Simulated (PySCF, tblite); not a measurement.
# C7H12NOSe+: excited states

Aim: compute the excited states of C7H12NOSe+ (`C[Se]c1c([N+](C)(C)C)c1=O`).

Computed with tblite 0.8.0 and PySCF 2.14.0 and routines of our own; the level stands in each step. Atoms count from 0.

### 1 The starting structure

22 atoms, charge 1, multiplicity 1; geometry from: force field or distance geometry start.

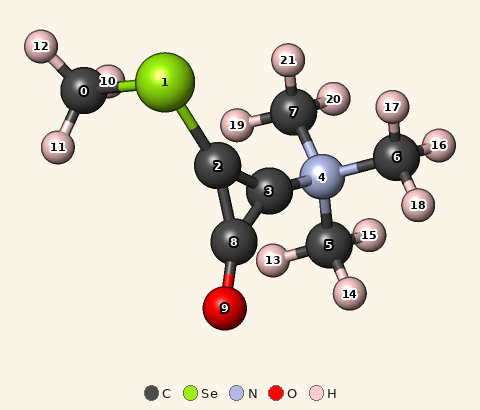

The starting geometry (carbon dark grey, selenium green, nitrogen light blue, oxygen red, hydrogen pink).

### 2 Geometry optimisation with GFN2-xTB

What the job is given:

```
{"job": {"kind": "relax", "xc": "GFN2-xTB", "basis": "xTB"}, "charge": 1, "multiplicity": 1}
C      3.254300     1.458700    -0.668200
Se     2.210200     1.163700    -2.299300
C      1.217900    -0.231700    -1.432300
C      0.130700    -0.609600    -0.673800
N     -1.064300    -0.282300     0.068900
C     -1.308700    -1.308800     1.091800
C     -2.196200    -0.232900    -0.886900
C     -0.873600     1.045100     0.700400
C      1.023400    -1.565500    -1.140000
O      1.377800    -2.763400    -1.235400
H      2.563000     1.753700     0.157900
H      3.786600     0.532200    -0.388000
H      3.972300     2.277400    -0.835200
H     -0.444000    -1.367300     1.802300
H     -1.438800    -2.304900     0.636000
H     -2.224400    -1.074300     1.691600
H     -3.141200     0.026800    -0.352900
H     -2.026200     0.520900    -1.676600
H     -2.340300    -1.218700    -1.375200
H     -0.010200     1.030100     1.404300
H     -1.789800     1.340300     1.275300
H     -0.688900     1.830000    -0.066900
```

The run is started by

```console
> OMP_NUM_THREADS=1 python excited_run.py task.json out
```

The driver reads the jobs from task.json and runs them one after another.

The program printed:

```text
step      E/eV     max force
  0    -835.92465    9.257
  1    -835.22029   21.101
  2    -836.37746    1.986
  3    -836.41289    0.924
  4    -836.42903    0.566
  5    -836.43506    0.488
  6    -836.44859    0.271
  7    -836.45325    0.332
  8    -836.46670    0.316
  9    -836.47403    0.279
 10    -836.48055    0.193
 11    -836.48544    0.154
 12    -836.49127    0.235
 13    -836.49675    0.230
 14    -836.50145    0.220
 15    -836.50543    0.159
 16    -836.50988    0.198
 17    -836.51478    0.270
 18    -836.51910    0.238
 19    -836.52263    0.164
 20    -836.52631    0.176
 21    -836.53186    0.256
 22    -836.54108    0.415
 23    -836.55243    0.424
 24    -836.56127    0.236
 25    -836.56731    0.204
 26    -836.57190    0.280
 27    -836.57890    0.318
 28    -836.58773    0.260
 29    -836.60605    0.227
 30    -836.61505    0.224
 31    -836.63193    0.259
 32    -836.64634    0.245
 33    -836.65975    0.337
 34    -836.67019    0.490
 35    -836.68814    0.246
 36    -836.70255    0.211
 37    -836.71359    0.284
 38    -836.72845    0.321
 39    -836.74563    0.356
 40    -836.76777    0.326
 41    -836.79037    0.486
 42    -836.81076    0.408
 43    -836.83155    0.529
 44    -836.85211    0.396
 45    -836.86868    0.439
 46    -836.88512    0.375
 47    -836.90326    0.390
 48    -836.92874    0.287
 49    -836.94768    0.335
 50    -836.97013    0.333
 51    -836.99384    0.468
 52    -837.02050    0.488
 53    -837.03017    0.715
 54    -837.06145    0.427
 55    -837.07418    0.275
 56    -837.08344    0.176
 57    -837.09168    0.163
 58    -837.10078    0.132
 59    -837.10791    0.134
 60    -837.11163    0.124
 61    -837.11422    0.110
 62    -837.11683    0.099
 63    -837.11920    0.093
 64    -837.12119    0.081
 65    -837.12311    0.090
 66    -837.12551    0.112
 67    -837.12877    0.154
 68    -837.13312    0.199
 69    -837.13807    0.190
 70    -837.14283    0.193
 71    -837.14648    0.135
 72    -837.14992    0.122
 73    -837.15304    0.119
 74    -837.15599    0.113
 75    -837.15807    0.096
 76    -837.16005    0.093
 77    -837.16193    0.097
 78    -837.16392    0.085
 79    -837.16580    0.084
 80    -837.16782    0.130
 81    -837.16997    0.159
 82    -837.17215    0.156
 83    -837.17380    0.128
 84    -837.17487    0.062
 85    -837.17552    0.089
 86    -837.17620    0.104
 87    -837.17669    0.082
 88    -837.17707    0.044
 89    -837.17737    0.047
 90    -837.17765    0.057
 91    -837.17794    0.074
 92    -837.17822    0.057
 93    -837.17842    0.029
 94    -837.17854    0.021
 95    -837.17861    0.023
 96    -837.17868    0.033
 97    -837.17876    0.025
 98    -837.17888    0.025
 99    -837.17901    0.026
100    -837.17916    0.025
101    -837.17931    0.027
102    -837.17948    0.032
103    -837.17968    0.030
104    -837.17988    0.027
105    -837.18004    0.021
106    -837.18012    0.017
107    -837.18017    0.012
108    -837.18020    0.010
109    -837.18022    0.009
```

Run time: 1.1 s. Hardware: 1 thread of Arm Neoverse V1, shared host; peak memory 0.18 GiB.

The steps of the relaxation: (not every step is listed) (the energy doesn't fall at every step)

```tsv
step	energy from step 0 (eV)	largest force (eV/Å)
0	0.0000	9.2570
1	0.7044	21.1007
2	-0.4528	1.9855
3	-0.4882	0.9238
4	-0.5044	0.5659
5	-0.5104	0.4877
6	-0.5239	0.2713
7	-0.5286	0.3323
8	-0.5420	0.3156
17	-0.5901	0.2698
26	-0.6472	0.2803
35	-0.7635	0.2462
44	-0.9275	0.3957
53	-1.1055	0.7147
62	-1.1922	0.0988
71	-1.2218	0.1347
80	-1.2432	0.1304
89	-1.2527	0.0468
98	-1.2542	0.0254
104	-1.2552	0.0270
105	-1.2554	0.0214
106	-1.2555	0.0172
107	-1.2555	0.0121
108	-1.2555	0.0102
109	-1.2556	0.0093
```

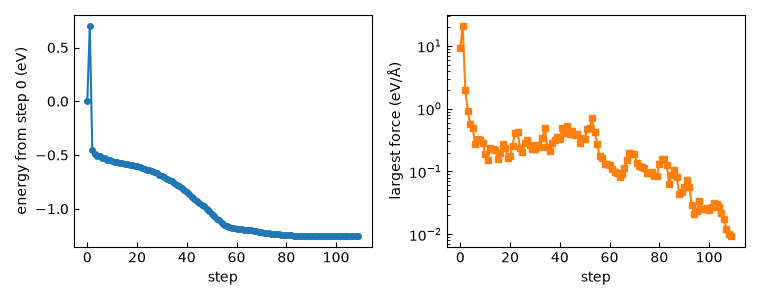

Energy and largest force along the relaxation.

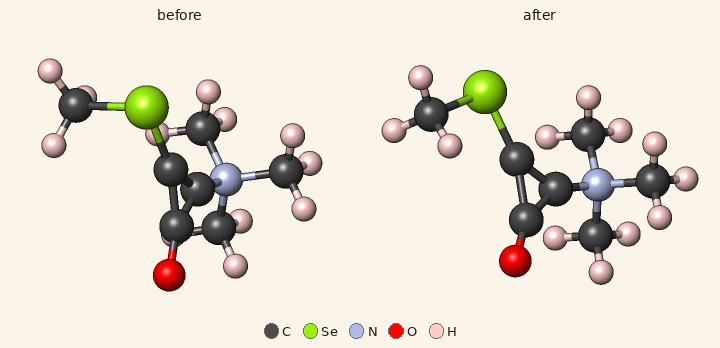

Before and after, at one scale.

Close pairs (by a distance rule), those that changed most:

```tsv
bond	before (Å)	after (Å)	change (Å)
C2–C8	1.379	1.492	+0.112
Se1–C2	1.919	1.814	-0.105
C8–O9	1.253	1.180	-0.073
C7–H20	1.121	1.089	-0.033
C5–H13	1.121	1.089	-0.031
C5–H15	1.119	1.089	-0.031
C0–H10	1.117	1.087	-0.030
C6–H16	1.116	1.089	-0.027
```

The final coordinates are the input of the step that follows.

### 3 Vibrational analysis with GFN2-xTB

What the job is given:

```
{"job": {"kind": "ir", "xc": "GFN2-xTB", "basis": "xTB"}, "charge": 1, "multiplicity": 1}
C      3.847884     1.288364    -1.186983
Se     2.067718     1.885384    -0.673295
C      1.270905     0.261019    -0.544086
C      0.123113    -0.429881    -0.253220
N     -1.252224    -0.282493     0.157647
C     -1.581306    -1.377933     1.093980
C     -2.109811    -0.373736    -1.044465
C     -1.431235     1.028857     0.808455
C      1.205186    -1.224576    -0.661068
O      1.724094    -2.252638    -0.917652
H      4.410502     1.031853    -0.293435
H      3.755506     0.429214    -1.844476
H      4.332425     2.111091    -1.705459
H     -0.954260    -1.310060     1.981996
H     -1.401073    -2.340315     0.616462
H     -2.627030    -1.315823     1.390522
H     -3.158151    -0.292740    -0.761334
H     -1.864065     0.429964    -1.737340
H     -1.948436    -1.328046    -1.543947
H     -0.794880     1.097847     1.689964
H     -2.469992     1.157840     1.107662
H     -1.155283     1.826194     0.117848
```

The program printed:

```text
mode    cm-1     km/mol
  1       9.1      0.30
  2      36.3      0.18
  3      71.9      3.73
  4      75.2      4.21
  5      98.1      2.72
  6     129.8      2.82
  7     185.4      0.05
  8     201.3      0.22
  9     253.4      0.12
 10     256.9      0.43
 11     272.7      0.09
 12     275.3      0.38
 13     351.4      1.49
 14     382.4      0.22
 15     409.9      1.05
 16     487.0      1.38
 17     501.0     16.97
 18     541.4     22.05
 19     552.3     23.09
 20     574.0      5.18
 21     668.6      0.55
 22     853.4      0.72
 23     889.8     13.71
 24     894.1      7.77
 25     907.6     53.96
 26     984.5      9.14
 27     991.3      8.19
 28    1019.6      0.01
 29    1066.1     55.02
 30    1076.6      1.07
 31    1114.0     74.79
 32    1219.7      0.65
 33    1230.2      1.74
 34    1246.7      8.13
 35    1293.6      1.79
 36    1401.4     10.49
 37    1404.1     23.50
 38    1405.9     26.43
 39    1415.3     12.36
 40    1423.8     26.15
 41    1430.7      0.07
 42    1446.0      1.39
 43    1447.9      5.57
 44    1454.0     30.86
 45    1455.6     29.58
 46    1471.3     59.26
 47    1600.6    382.01
 48    2099.8    979.28
 49    3023.7      0.18
 50    3028.5      1.98
 51    3037.2      0.67
 52    3037.6      0.12
 53    3039.5      0.83
 54    3041.0      0.47
 55    3042.8      0.86
 56    3043.5      0.75
 57    3044.8      0.51
 58    3045.0      2.99
 59    3047.6      0.14
 60    3048.2      1.24
```

It took 1.1 s on 1 thread of Arm Neoverse V1, shared host; peak memory 0.18 GiB.

Which atoms move in the most intense modes:

```tsv
cm⁻¹	km/mol	atoms
908	54.0	C2 35 %, O9 12 %, C3 11 %
1066	55.0	C3 14 %, H20 10 %
1114	74.8	C3 40 %, H20 12 %, O9 11 %
1454	30.9	H20 31 %, H19 16 %, H15 16 %, H21 12 %
1456	29.6	H16 30 %, H15 18 %, H17 14 %, H18 13 %
1471	59.3	H13 15 %, H14 15 %, H18 15 %, H17 14 %
1601	382.0	C3 49 %, C2 36 %
2100	979.3	C8 66 %, O9 22 %
```

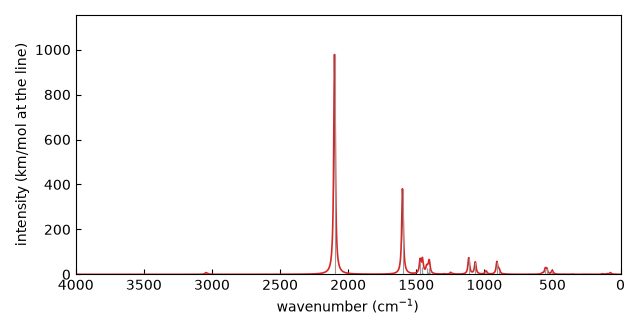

The infrared spectrum from these modes, unscaled. Lines are broadened to a width of 14 cm⁻¹ (Lorentzian).

### 4 Excited states: TDA B3LYP/def2-SVP

The job, as its differences from that of step 3:

```diff
@@ -1,2 +1,2 @@
-{"job": {"kind": "ir", "xc": "GFN2-xTB", "basis": "xTB"}, "charge": 1, "multiplicity": 1}
+{"job": {"kind": "states", "xc": "B3LYP", "basis": "def2-SVP", "tda": true, "soc": true, "nstates": 8, "ntriplets": 6, "nquad": 4}, "charge": 1, "multiplicity": 1}
 C      3.847884     1.288364    -1.186983
```

With the program's defaults for keys left out, this is: TDA B3LYP/def2-SVP excited states, vertical, gas phase, spin-orbit mean-field couplings.

The program printed:

```text
coarse grid: 83560 points
cycle   1  E = -2804.3766641525  dE =  9.943e-01  |g| = 9.941e-01  |ddm| = 5.070e+00
cycle   2  E = -2802.6793187520  dE =  1.697e+00  |g| = 2.893e+00  |ddm| = 5.824e+00
cycle   3  E = -2804.5798442216  dE = -1.901e+00  |g| = 2.602e-01  |ddm| = 4.890e+00
cycle   4  E = -2804.5850257326  dE = -5.182e-03  |g| = 2.107e-01  |ddm| = 4.465e-01
cycle   5  E = -2804.5946396076  dE = -9.614e-03  |g| = 3.023e-02  |ddm| = 2.215e-01
cycle   6  E = -2804.5948613751  dE = -2.218e-04  |g| = 1.328e-02  |ddm| = 6.456e-02
cycle   7  E = -2804.5949040164  dE = -4.264e-05  |g| = 3.844e-03  |ddm| = 1.840e-02
cycle   8  E = -2804.5949070299  dE = -3.014e-06  |g| = 1.245e-03  |ddm| = 6.799e-03
final grid: 178200 points
cycle   9  E = -2804.5949118846  dE =  8.132e-07  |g| = 2.264e-03  |ddm| = 5.741e-03
cycle  10  E = -2804.5949078401  dE =  4.045e-06  |g| = 4.618e-03  |ddm| = 8.343e-03
cycle  11  E = -2804.5949131691  dE = -5.329e-06  |g| = 5.728e-04  |ddm| = 5.958e-03
cycle  12  E = -2804.5949132328  dE = -6.372e-08  |g| = 6.278e-05  |ddm| = 7.047e-04
cycle  13  E = -2804.5949132337  dE = -8.918e-10  |g| = 1.646e-05  |ddm| = 9.385e-05
converged SCF energy = -2804.5949132337

Singlet excitations
state   eV       nm        f     d(h-e)  d(exc)  Lambda  PR(NTO)  |dmu|/D   mu/D   main configurations
  1   4.4176   280.7   0.00058   1.452   3.000   0.445   1.011    2.812    7.256   H-1->L 0.97
  2   5.1534   240.6   0.17348   0.695   3.163   0.601   1.543    1.336    6.763   H->L 0.76, H-1->L+1 0.14
  3   5.4422   227.8   0.00111   0.486   2.941   0.513   1.006    1.515    8.770   H->L+1 0.97
  4   5.9505   208.4   0.01516   0.367   2.462   0.484   1.034    0.813    7.330   H-1->L+3 0.88
  5   6.0382   205.3   0.00120   2.370   4.173   0.377   1.013                     H->L+2 0.97
  6   6.1512   201.6   0.03124   2.010   4.108   0.409   1.136                     H-1->L+2 0.48, H-1->L+1 0.41
  7   6.3410   195.5   0.30772   1.390   3.795   0.436   1.513                     H-1->L+2 0.45, H-1->L+1 0.27, H->L 0.10
  8   6.9135   179.3   0.08372   0.743   3.357   0.577   2.070                     H-2->L 0.57, H->L+3 0.24

Triplet excitations (Tamm-Dancoff)
state   eV     d(h-e)  d(exc)  Lambda  PR(NTO)   main configurations
  1   3.6637   0.860   2.894   0.650   1.009   H->L 0.98
  2   3.9820   1.381   2.924   0.441   1.009   H-1->L 0.98
  3   5.0203   0.411   2.831   0.509   1.013   H->L+1 0.94
  4   5.4748   0.742   2.817   0.494   1.451   H-1->L+3 0.43, H-1->L+1 0.29, H-2->L 0.15
  5   5.5434   0.498   2.594   0.598   1.691   H-2->L 0.67, H-1->L+3 0.23
  6   5.6257   1.565   3.326   0.467   1.139   H-1->L+1 0.58, H-1->L+3 0.28
S1 - T1 = 0.7539 eV

Spin-orbit couplings |<S|Hso|T>| (cm-1)
             T1       T2       T3       T4       T5       T6
S0       18.770  138.585  670.947  148.224   68.088  250.598
S1      218.132   18.712   15.677  151.972  125.903  149.323
S2       23.862  278.639  258.310   25.811    6.585   15.559
S3      178.963   16.682   13.781  159.852   41.348  252.422
S4       13.896   30.074   36.413   38.829   44.664   50.469
S5      106.387    7.547  122.708   40.864   21.217   23.723
S6        5.541  105.249  114.870   76.921   16.788  109.458
S7       13.744  104.187  108.675   50.759   32.310   36.496
S8      134.410   99.107   67.720   88.825   56.292   71.642
T1 sublevels (cm-1): 0.000 0.528 8.874   radiative rates (1/s): 0.458 537 863
```

Run time: 70 s. Hardware: 1 thread of Arm Neoverse V1, shared host; peak memory 0.98 GiB.

In short:

```tsv
quantity	value
S1 less T1	0.75 eV
```

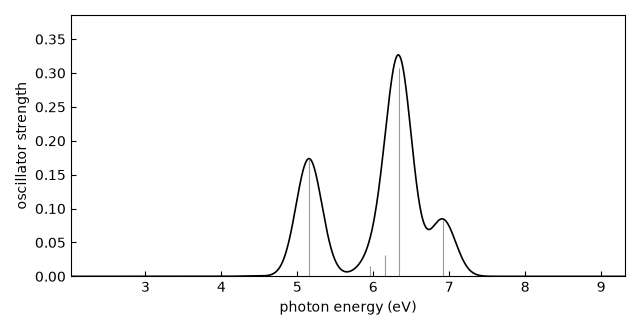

Absorption lines of the singlets. Lines are broadened to a width of 0.40 eV (Gaussian).

### 5 Summary of results

```
                                 quantity                  value
strongest single infrared mode (GFN2-xTB)  2100 cm⁻¹, 979 km/mol
             zero-point energy (GFN2-xTB)         110.2 kcal/mol
  S1 less T1 (step 4, TDA B3LYP/def2-SVP)                0.75 eV
```

No mode is imaginary among the 60: a minimum at this level. The strongest single mode, at 2100 cm⁻¹, moves mainly C8. GFN2-xTB is a fitted tight-binding method: band positions and strengths are rough. Its intensities can rank the bands wrongly. Scalar relativity is left out for the heavy atoms. In step 4, the number of triplets below S1 is 2, and the largest singlet-triplet spin-orbit coupling is S0–T3, 670.95 cm⁻¹.
